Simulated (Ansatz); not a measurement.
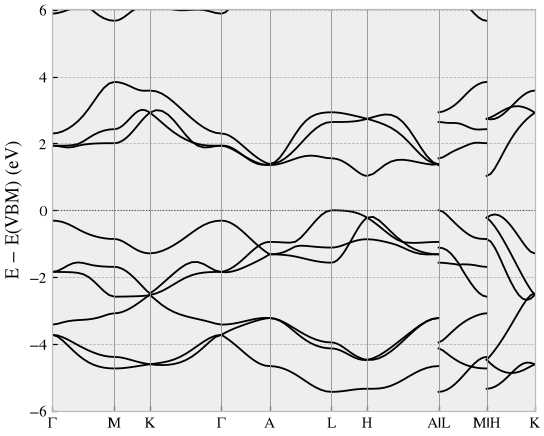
Fig. 1. Band structure from plane-wave PAW PBE (Ansatz code)

Task: Read off the gap and where the band edges lie.

Result: About 1.0 eV (1.03 eV by a search for the band edges); maximum at L, minimum at H.

The material is Se (trigonal Se type, space group No. 152).

Space group P3_121 (trigonal Se type). The cell was relaxed with PBE under the symmetry of its start. A crystal of weakly bound chains computed without a dispersion correction: the cell and the soft elastic constants depend strongly on that. Scalar-relativistic: spin–orbit coupling is off unless named, which matters more the heavier the elements.

Potentials: the earlier of the program's two PAW sets.
